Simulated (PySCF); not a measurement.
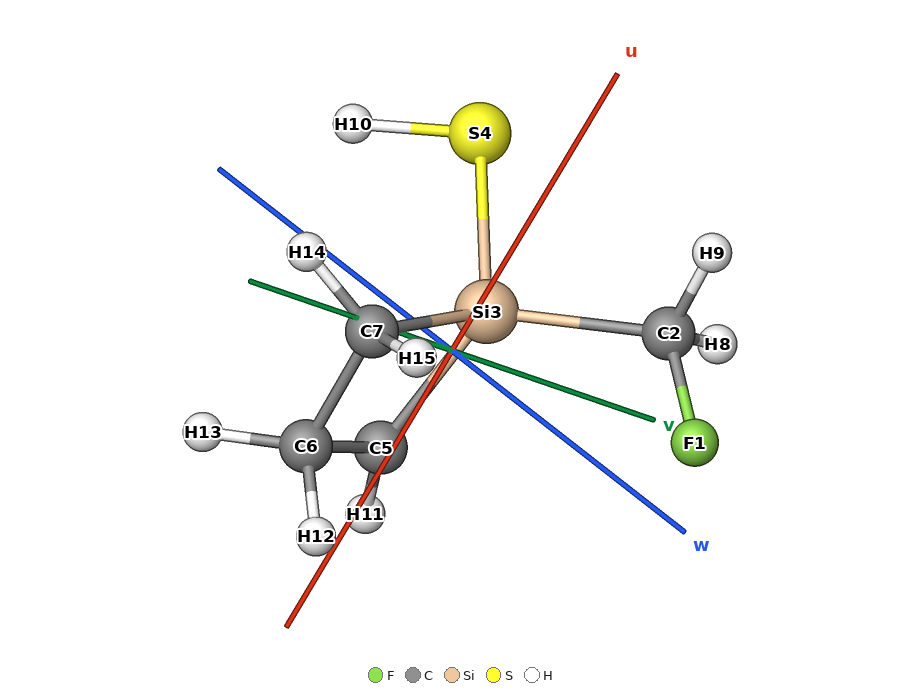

The lines u, v and w are the principal axes of the g tensor. The species is neutral and a spin doublet. The computed structure is the end point of a GFN2-xTB optimisation. No frequency run is at hand to confirm it as a minimum. Method: UKS B3LYP, pcH-1 on C F H S Si, non-relativistic, mean-field spin-orbit, GIAO (PySCF 2.14.0).

> Along which axis does g lie farthest from the free-electron value?

Along v: the shift is −796 ppm.

Give the principal values and shifts.

```
axis        g  shift (ppm)
   u  2.00302          700
   v  2.00152         −796
   w  2.00210         −215
```

The geometry is semi-empirical. Around Si such bond lengths and angles can be off by a tenth of an ångström or more and by several degrees, and values that hang on the shape move with them.
